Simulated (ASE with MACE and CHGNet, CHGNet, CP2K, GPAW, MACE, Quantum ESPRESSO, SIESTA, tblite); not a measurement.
**Running random packing of B (94 atoms) with machine-learned potentials**

How do the settings of machine-learned potentials change the result for random packing of B (94 atoms)? A plane-wave run serves as the yardstick.

Method: the method is named at each step, in ASE with MACE and CHGNet.

## Step 1: Set-up

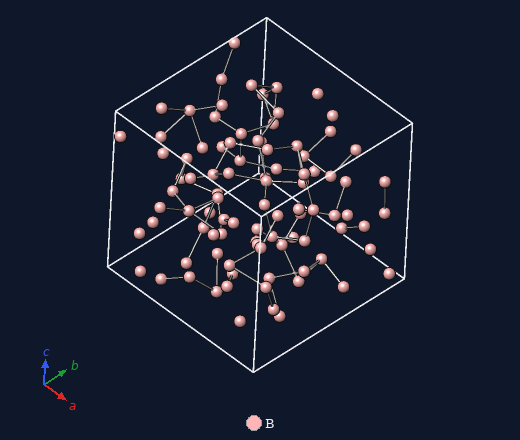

The cell as given, from a free direction (boron pink). Bonds to atoms that aren't drawn are left out.

The cell holds 94 atoms: 94 B. Cell: a = 9.301 Å, b = 9.301 Å, c = 9.301 Å, α = 90.0°, β = 90.0°, γ = 90.0°. 94 atoms (94 B) packed at random in a cube at 2.1 g/cm³ and pushed apart as soft spheres; a start for melting by ab initio MD, not an equilibrated structure. Then every atom was moved at random, 0.03 Å r.m.s. a Cartesian component.

The yardstick, on the same geometry:

- method: Kohn-Sham DFT, PBE, SSSP efficiency 1.3.0 pseudopotentials, plane waves (Quantum ESPRESSO 7.5); sssp-pbe-1.3.0-efficiency, cutoffs 45/360 Ry, Γ point
- r.m.s. force component: 1.106 eV/Å
- longest force: 4.447 eV/Å
- pressure: -20.27 GPa
- time: 35 s on 4 MPI ranks of Arm Neoverse V2, shared host
- CPU time: 2.3 min

## Step 2: MACE MPA-0 medium potential

Method: machine-learned interatomic potential MACE MPA-0 medium, trained on PBE(+U) plane-wave data.

Contents of run.py:

```python
import numpy as np
from ase.io import read
import mlip  # loads the published weights by name

atoms = read("structure.xyz")
atoms.calc = mlip.calc("mace-mpa-0-medium")
energy = atoms.get_potential_energy()
forces = atoms.get_forces()
print(f"energy {energy:.6f} eV")
print("forces (eV/A)")
for i, (a, f) in enumerate(zip(atoms, forces)):
    print(f"{i:4d} {a.symbol:2s} {f[0]:10.5f} {f[1]:10.5f} {f[2]:10.5f}")
stress = -atoms.get_stress(voigt=False) * 160.21766
print("stress (GPa, compression positive)")
for row in stress:
    print(" ".join(f"{x:10.4f}" for x in row))
```

Contents of structure.xyz:

```xyz
94
Lattice="9.30110 0.00000 0.00000 0.00000 9.30110 0.00000 0.00000 0.00000 9.30110" Properties=species:S:1:pos:R:3 pbc="T T T"
B 3.86972 3.35416 6.17881
B 7.43353 0.06399 5.09784
B 7.55324 0.06176 7.71015
B 5.94722 5.81793 3.97789
B 3.13791 1.74451 6.36791
B 0.55035 6.33563 3.73569
B 5.46077 9.12605 0.52495
B 8.00118 4.17731 4.46853
B 8.85121 8.29863 4.21833
B 4.99283 4.66218 5.70743
B 7.17012 2.04317 4.96483
B 6.09110 8.57878 4.05556
B 8.42884 7.94881 1.98383
B 4.95814 6.96820 2.36750
B 2.56413 0.51184 8.20478
B 4.78095 7.18687 5.53192
B 5.95066 7.66504 8.45526
B 2.63956 7.34880 5.92136
B 2.40229 5.58633 6.22104
B 5.32841 1.12618 4.84755
B 5.28888 5.55890 1.55180
B 1.92468 3.98468 1.24486
B 5.98005 1.21547 8.91269
B 2.19664 4.48732 8.44438
B 8.61784 6.18142 5.21234
B 7.41177 4.53419 7.84418
B 3.96794 8.69737 7.80437
B 1.20710 8.13939 3.35993
B 3.26441 7.04986 3.82080
B 6.59550 5.38738 0.36218
B 4.73528 8.84609 5.98600
B 7.91207 2.47391 6.93360
B 6.52695 5.43277 6.18784
B 3.18777 0.15217 1.34001
B 4.04142 4.97348 7.28490
B 4.56572 0.53323 2.17348
B 1.36652 0.51547 2.61593
B 0.69498 5.63451 6.04172
B 1.07521 8.19734 6.09706
B 2.10902 7.99485 7.33559
B 8.16590 4.46127 6.25229
B 5.82658 3.76499 8.68658
B 4.29748 7.26267 0.29940
B 2.04122 6.45329 8.35471
B 3.79494 3.02369 1.54835
B 6.15007 3.41667 5.82305
B 4.69324 4.54275 2.71787
B 6.97322 8.19957 6.78813
B 3.64036 5.61628 0.58039
B 6.97592 0.45715 3.28924
B 6.44724 3.65701 1.49069
B 0.48059 2.42024 8.34420
B 0.77729 3.91558 7.51296
B 7.89524 4.34343 2.47512
B 1.21928 2.64319 3.75802
B 4.27739 2.97617 8.52297
[... 34 atom lines left out ...]
B 2.93115 1.95239 4.16020
B 1.95109 4.73445 2.82037
B 4.35533 2.64449 3.32896
B 6.90802 7.13050 3.46578
```

Run with:

```bash
$ OMP_NUM_THREADS=1 python run.py > output.txt
```

What it wrote:

```text
energy -504.719499 eV
forces (eV/A)
   0 B    -0.76155    0.97718    0.39426
   1 B    -0.08092    0.10001   -1.66897
   2 B     1.62660    1.35609    1.22306
   3 B    -1.48245   -1.10795    0.57118
   4 B     0.32040   -0.33384   -0.65619
   5 B     0.16132    0.24562    1.35594
   6 B     0.51248   -1.47981    0.62836
   7 B     1.88646    0.44783   -0.27070
   8 B     1.77257   -1.21606   -1.02827
   9 B     0.36633   -1.27377    0.76473
  10 B    -1.66733    0.18299    1.06340
  11 B    -0.57826   -1.20381    0.47295
  12 B    -1.69852   -0.52048   -0.75840
  13 B    -0.81892    1.49816    2.20591
  14 B     0.38362   -1.43847   -0.11274
  15 B    -3.08988    0.32839   -1.12008
  16 B    -1.67044   -0.28532    0.23771
  17 B     1.57374   -0.91791   -2.24125
  18 B     0.65016   -0.62451   -0.63042
  19 B     0.85161   -1.60653    1.52576
  20 B    -0.05644   -0.15296   -1.41400
  21 B     0.68826   -0.11410    0.09726
  22 B    -0.16284   -1.31794   -2.01210
  23 B    -0.63553    0.31108    1.46988
[...]
86 B     1.95833   -1.70102    0.68194
  87 B     0.12081    0.39214    0.50624
  88 B    -0.13655    0.94445    0.90830
  89 B    -0.59592    0.83068   -0.53080
  90 B    -0.62767    0.14217    0.11021
  91 B    -0.90291   -0.62301    1.20939
  92 B    -0.53282    0.63887   -0.60666
  93 B    -0.51898   -0.48915   -0.30020
stress (GPa, compression positive)
  -23.7451     0.0525     0.2384
    0.0525   -20.9751     2.2832
    0.2384     2.2832   -20.7166
```

Elapsed: 9.3 s, on 1 thread of Arm Neoverse V2, shared host; peak memory 1.3 GiB.

Banners, paths, timers and routine set-up lines are dropped from the logs unmarked, and long logs keep their key lines alone; longer cuts are marked.

Compared with the plane-wave run:

```yaml
r_m_s_force_component: 1.067 eV/Å
r_m_s_difference_of_force_components: 411.4 meV/Å
longest_difference_of_force_vectors: 1569 meV/Å
force_difference_over_r_m_s_force: 37.2 %
slope_of_forces_against_the_reference_s: 0.8959
correlation_of_force_components: 0.9289
pressure: -21.81 GPa
pressure_difference: -1.543 GPa
```

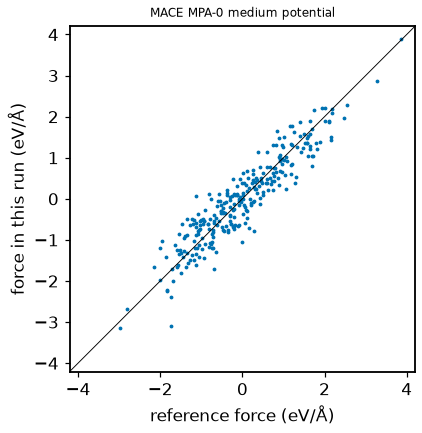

Force components against those of the reference; the line marks equality.

A closer look about B40, which bears the longest force: 9 atoms, nearest first, numbered in the order of the input, with positions taken from that point.

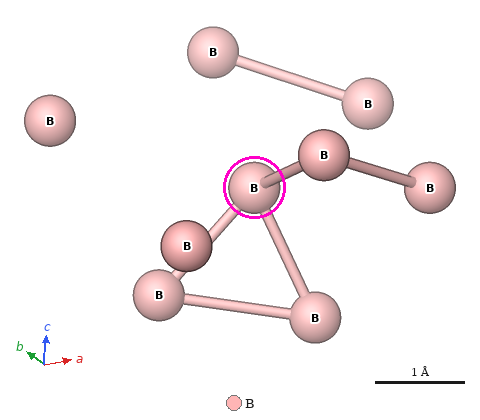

The atoms of the table, within 2.5 Å (arrows a, b, c point along x, y, z); some may hide others; the central atom is ringed.

| atom | x | y | z | distance (Å) | Fx | Fy | Fz (eV/Å) |
| --- | --- | --- | --- | --- | --- | --- | --- |
| B40 | 0.00 | 0.00 | 0.00 | 0.00 | 2.09 | 0.77 | 3.90 |
| B39 | -1.03 | 0.20 | -1.24 | 1.63 | 0.43 | 0.54 | -0.03 |
| B18 | 0.53 | -0.65 | -1.41 | 1.64 | 1.57 | -0.92 | -2.24 |
| B44 | -0.07 | -1.54 | 1.02 | 1.85 | -2.39 | -0.95 | 1.30 |
| B90 | 1.49 | -1.35 | 0.31 | 2.03 | -0.60 | 0.83 | -0.53 |
| B27 | 1.86 | 0.70 | 0.47 | 2.04 | -0.69 | -0.07 | -1.10 |
| B15 | 0.46 | 1.82 | 0.87 | 2.07 | 0.38 | -1.44 | -0.11 |
| B89 | -1.86 | 1.45 | 0.53 | 2.42 | -0.14 | 0.94 | 0.91 |
| B81 | -1.85 | -1.62 | 0.21 | 2.47 | 1.01 | 0.97 | 1.31 |

Atoms are counted from 1 here, from 0 in the log.

Forces lie 37 % from the reference's, at 0.059 times its CPU time (on 1 against 4 cores).

## Step 3: CHGNet 0.3.0 potential

Method: machine-learned interatomic potential CHGNet 0.3.0, trained on PBE(+U) plane-wave data.

Changes to run.py since step 2:

```diff
@@ -5,3 +5,3 @@
 atoms = read("structure.xyz")
-atoms.calc = mlip.calc("mace-mpa-0-medium")
+atoms.calc = mlip.calc("chgnet-0.3.0")
 energy = atoms.get_potential_energy()
```

structure.xyz is that of step 2.

What it wrote:

```text
CHGNet v0.3.0 initialized with 412,525 parameters
CHGNet will run on cpu
energy -515.310364 eV
forces (eV/A)
   0 B    -0.62337    0.77408    0.87746
   1 B     0.61548    0.48819   -1.71151
   2 B     1.23074    1.07213    1.01159
   3 B    -1.29807   -0.95420    0.53301
   4 B     0.32335   -0.03952   -0.15078
   5 B     0.47204    0.35226    1.65523
   6 B     0.44560   -1.82717    0.25141
   7 B     2.06765    1.02893   -0.48708
   8 B     0.74276   -1.34910   -1.32060
   9 B     0.08012   -0.25266    0.70726
  10 B    -1.57206    0.27193    1.41360
  11 B    -0.98348   -1.15053    0.65703
  12 B    -2.02266   -1.05856   -1.13224
  13 B    -1.03501    0.81588    2.52722
  14 B     0.37538   -1.23455   -0.10347
  15 B    -2.33215    0.04984   -0.98475
  16 B    -1.92279   -0.53526   -0.09417
  17 B     1.32867   -0.78273   -1.76686
  18 B     0.16088   -0.76074   -0.42805
  19 B     1.43435   -1.85250    1.14510
  20 B    -0.60584    0.04701   -1.38400
  21 B     0.32450   -0.26306   -0.41766
  22 B     0.20205   -0.13240   -2.77444
  23 B    -0.70601    0.67166    1.49020
[...]
86 B     2.61734   -1.27217    1.00737
  87 B     0.06892    0.87236    0.57324
  88 B    -0.59014    0.70258    0.68231
  89 B    -0.57667    0.68579   -0.23697
  90 B    -1.40163   -0.73346    0.70043
  91 B    -1.54482   -0.22748    1.23478
  92 B     0.36941    0.61456   -0.89413
  93 B    -0.28773   -0.11601   -1.03107
stress (GPa, compression positive)
  -22.1168    -0.6356     0.6429
   -0.6356   -19.5204     1.5054
    0.6429     1.5054   -18.9683
```

Run time: 4.9 s. Hardware: 1 thread; peak memory 2.2 GiB.

Numbers from this run, and their distance from the reference:

```yaml
r_m_s_force_component: 1.066 eV/Å
r_m_s_difference_of_force_components: 538.1 meV/Å
longest_difference_of_force_vectors: 2138 meV/Å
force_difference_over_r_m_s_force: 48.66 %
slope_of_forces_against_the_reference_s: 0.8458
correlation_of_force_components: 0.8778
pressure: -20.2 GPa
pressure_difference: 0.0672 GPa
```

Against the first run (37 %), the force difference from the reference is 49 %, at 0.52 times the CPU time.

## Step 4: MACE MP-0b2 small potential

Method: machine-learned interatomic potential MACE MP-0b2 small, trained on PBE(+U) plane-wave data.

Changes to run.py since step 3:

```diff
@@ -5,3 +5,3 @@
 atoms = read("structure.xyz")
-atoms.calc = mlip.calc("chgnet-0.3.0")
+atoms.calc = mlip.calc("mace-mp-0b2-small")
 energy = atoms.get_potential_energy()
```

structure.xyz is that of step 3.

What it wrote:

```text
energy -516.113141 eV
forces (eV/A)
   0 B    -0.83784    0.93207    0.42801
   1 B    -0.42068    0.31734   -1.68081
   2 B     1.42475    1.29455    1.62149
   3 B    -1.82702   -1.95417    0.52605
   4 B     0.53047   -0.35506    0.06933
   5 B     1.03451    0.48362    1.44298
   6 B    -0.00357   -1.68760    0.85819
   7 B     1.86725    0.61753    0.16763
   8 B     1.88915   -1.36414   -1.78794
   9 B     0.61956   -0.83240    1.20917
  10 B    -1.73637    0.80995    0.51167
  11 B    -0.70862   -1.23795    0.64540
  12 B    -1.50953   -0.63915   -0.24705
  13 B    -1.34570    1.14573    2.30912
  14 B    -0.11407   -1.51612    0.02340
  15 B    -3.00539    0.22379   -0.66185
  16 B    -1.20146   -0.39499   -0.11913
  17 B     1.39767   -0.68239   -2.08412
  18 B     0.71055   -0.79729   -0.42121
  19 B     0.08518   -1.01669    0.87473
  20 B     0.51159   -0.51423   -1.68944
  21 B     0.76543   -0.46153    0.12645
  22 B    -0.19195   -0.94570   -1.58573
  23 B    -0.42590    0.85894    1.33751
[...]
86 B     1.94875   -1.06354    0.96777
  87 B     0.35483   -0.17989    0.86634
  88 B     0.54369    1.11963    0.43501
  89 B    -0.48948    1.10526   -0.42666
  90 B    -1.14662    0.11174   -0.09912
  91 B    -1.46407   -0.84282    0.89088
  92 B    -0.54515    0.05219   -0.44692
  93 B    -0.16217   -0.21339   -1.04863
stress (GPa, compression positive)
  -25.5665    -1.0040     0.1223
   -1.0040   -23.1322     2.5876
    0.1223     2.5876   -24.1119
```

Elapsed: 5.8 s, on 1 thread; peak memory 0.69 GiB.

Against the reference:

| Quantity | Value |
| --- | --- |
| r.m.s. force component | 1.101 eV/Å |
| r.m.s. difference of force components | 527.6 meV/Å |
| longest difference of force vectors | 1858 meV/Å |
| force difference over r.m.s. force | 47.71 % |
| slope of forces against the reference's | 0.8814 |
| correlation of force components | 0.8857 |
| pressure | -24.27 GPa |
| pressure difference | -4.001 GPa |

Against the first run (37 %), the force difference from the reference is 48 %, at 0.69 times the CPU time.

## Step 5: Side by side

Differences are against the plane-wave reference, forces as r.m.s. over components; share is that over the reference's r.m.s. force, slope the least-squares factor from reference forces to these. Total energies of different programs have different zeros and aren't compared.

| run | Δ force, r.m.s. (meV/Å) | share (%) | slope | Δ pressure (GPa) | cores | CPU time | memory (GiB) |
| --- | --- | --- | --- | --- | --- | --- | --- |
| reference | - | - | - | - | 4 | 2.3 min | 2.0 |
| MACE MPA-0 medium potential | 411 | 37.2 | 0.896 | -1.54 | 1 | 8.3 s | 1.3 |
| CHGNet 0.3.0 potential | 538 | 48.7 | 0.846 | 0.0672 | 1 | 4.3 s | 2.2 |
| MACE MP-0b2 small potential | 528 | 47.7 | 0.881 | -4.00 | 1 | 5.7 s | 0.69 |

Times of the machine-learned potentials are mostly Python's start and the loading of weights.

CPU time is summed over cores on a shared host, where runs went side by side, so it is rough. Symmetry, cutoffs, thresholds, outputs and thread counts weren't matched or tuned between programs; memory under MPI is the largest rank's times the ranks.

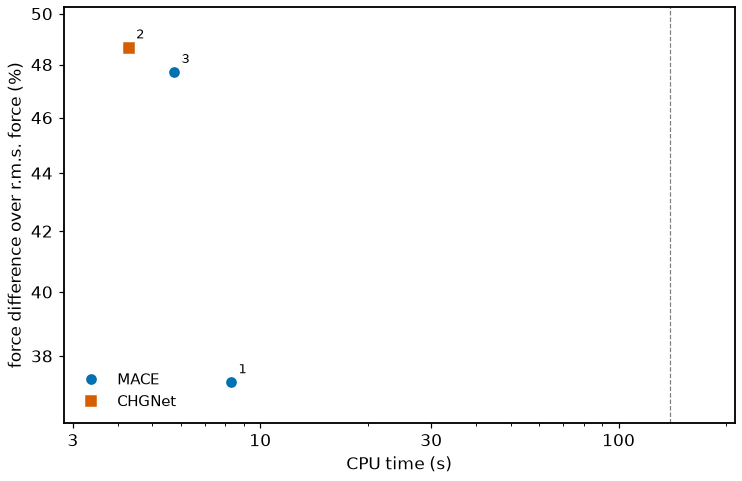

Force difference against CPU time; the dashed line marks the reference's time. Points: 1 MACE MPA-0 medium potential; 2 CHGNet 0.3.0 potential; 3 MACE MP-0b2 small potential.

## Step 6: Outcome

| Quantity | Value |
| --- | --- |
| nearest in forces | MACE MPA-0 medium potential, 37 % |
| its CPU time | 8.3 s |

**Reading.** Machine-learned potentials differ by 37 % (MACE MPA-0 medium potential) to 49 % (CHGNet 0.3.0 potential); they were trained on other programs' data. Among those trained on PBE data the slope goes as low as 0.85, with a correlation of 0.88, so directions differ as well as sizes. The reference's pressure holds the uncorrected Pulay stress of its 45 Ry basis, so small pressure differences, and their order, may be the reference's own error. Machine-learned potentials mimic data converged in k, so the reference's own k-point error enters their differences. The reference's stress is far from hydrostatic: its diagonal is -25.5, -17.7, -17.6 GPa, compression counted positive. The reference's pressure of -20 GPa says that the cell would shrink at this level of theory. The electronic-structure runs sample only Γ, in a cell whose shortest periodic width is 9 Å, which is coarse for a cell with partly filled levels.

[Also dropped from logs without a mark: logging warnings of Python, and SIESTA's first energy breakdown and zero terms.]

[Logs are printed without paths, hosts, clocks, repeated set-up lines and the standing remarks that a program may print on its own settings, such as how far it seeks lower states.]

[Hosts, paths, dates, database ids (printed as entryN), source tags and the programs' standing remarks are cut or masked in the printed files.]
